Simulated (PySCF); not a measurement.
**CH$_{8}$Si$_{2}$, SMILES `[SiH3]C[SiH3]`: what the electrons do**

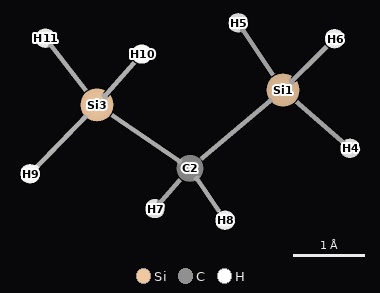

The molecule, with its atoms numbered as below. No frequency check shows the geometry to be a minimum.

Geometry (Å), atoms numbered from 1:

```
Si1     -1.6062    0.1870    0.0003
C2       0.0000   -0.8250    0.0000
Si3      1.6062    0.1870   -0.0003
H4      -2.7591   -0.7204   -0.0023
H5      -1.6643    1.0294    1.1968
H6      -1.6647    1.0295   -1.1962
H7       0.0001   -1.4822    0.8705
H8      -0.0001   -1.4822   -0.8707
H9       2.7591   -0.7204    0.0022
H10      1.6643    1.0295   -1.1968
H11      1.6647    1.0294    1.1963
```

### 1. Bonding charge

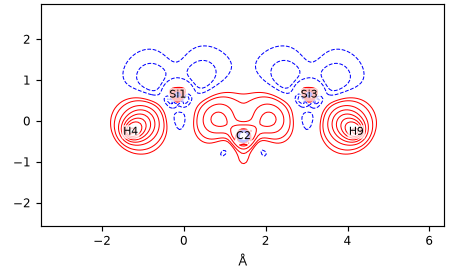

Deformation density (molecule less spherical, spin-averaged free atoms) in the plane of Si1, C2, Si3, H4 and H9; contours at ±0.05 to ±0.8 e/Å³; solid red lines: gain, dashed blue lines: loss.

PySCF calculation, PBE0/def2-TZVP, gas phase; geometry: GFN2-xTB.

**Describe the bonding that the map shows.**

Si1–H4 and Si3–H9: +0.22 e/Å³ at the bond critical point (bond length 1.47 Å, Mayer order 1.0). Si1–C2 and C2–Si3: +0.16 e/Å³ at the bond critical point (bond length 1.90 Å, Mayer order 1.0). In all, 2.6 electrons gather in the regions of gain relative to the promolecule.

### 2. Bond critical points

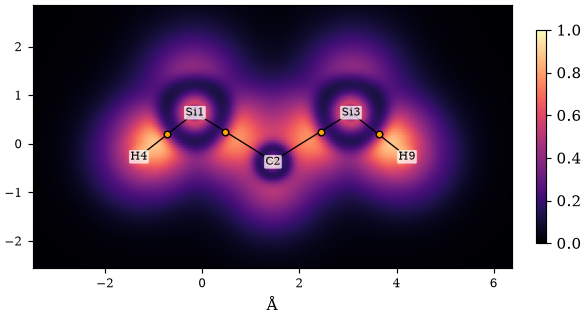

Localised orbital locator (LOL) in the plane of Si1, C2, Si3, H4 and H9, with bond paths and bond critical points (dots).

**Rank the bonds in the plane by LOL at their critical points.**

Si1–H4 and Si3–H9: about 0.42; Si1–C2 and C2–Si3: about 0.41. Values above 0.5 mark slow, localised electrons, as in shared pairs; low values at a critical point mark a polar or closed-shell contact whose critical point lies between the shells.

**Where along Si1–C2 does the critical point lie?**

0.74 Å from Si1 and 1.16 Å from C2.

### 3. Electrostatic potential

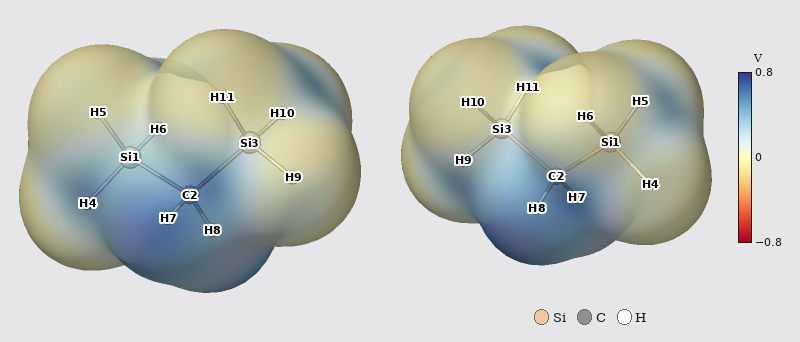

Electrostatic potential on the surface of electron density 0.001 a.u. (back view left, front view right).

**Where are the extremes of the potential on the surface?**

Highest: 0.74 V, near H10 (2.16 Å), H11 (2.16 Å), H6 (2.22 Å), H5 (2.22 Å), Si3 (2.24 Å) and Si1 (2.30 Å). Lowest: −0.10 V, 1.5 Å from H6, and at like points elsewhere. The surface is sampled at points, so like sites can differ by a few per cent and only the strongest of them is named.

**What volume does the surface enclose, and what is the dipole moment?**

About 128 Å³; the dipole moment is 0.7 D.

### 4. In an electric field

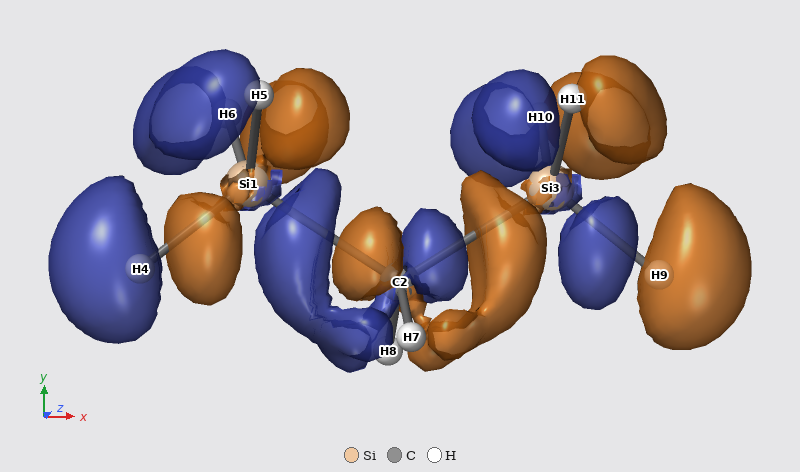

Change of the electron density in a uniform field of 0.21 V/Å, surfaces at ±0.002 e/Å³ (orange: gain, blue: loss).

PySCF calculation, PBE0/def2-TZVP, gas phase; geometry: GFN2-xTB. A basis without diffuse functions makes polarisabilities too small.

The field was applied in both directions; the picture shows the one opposite to the script's first.

**Along which Cartesian direction does the field point?**

Along −x: electrons gather on the +x side, against the field.

**What dipole is induced, and what polarisability does it imply?**

The induced dipole is 0.79 D (along the field); α along this axis, from the fields in both directions, is 78 bohr³ (11.6 Å³).

### 5. Removing or adding an electron

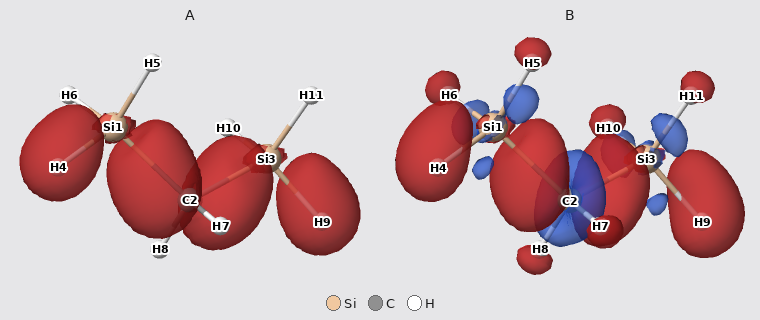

The Fukui function f⁻ from two separate SCF calculations and the density of the HOMO, at ±0.03 e/Å³ (red positive, blue negative).

Computed with PySCF, PBE0/def2-TZVP, geometry: GFN2-xTB.

**Which panel is which, and how good is the frozen-orbital picture?**

B is f⁻ (it has negative regions), A the HOMO density. The HOMO lies on C2 (32 %), Si1 and Si3 (19 % each) and H4 and H9 (11 % each); f⁻ (Hirshfeld-condensed) is largest on Si1 and Si3 (0.16 each), C2 (0.15) and H4 and H9 (0.12 each); the vertical ionisation energy is 10.66 eV (the stability of the cation's solution wasn't checked). Relaxation shifts 24 % of the electron between atoms. The orbital energy is −8.68 eV.

The PySCF runs shown took 18 s, 42 s and 56 s on 1 thread of Arm Neoverse V1, with other jobs on the host.
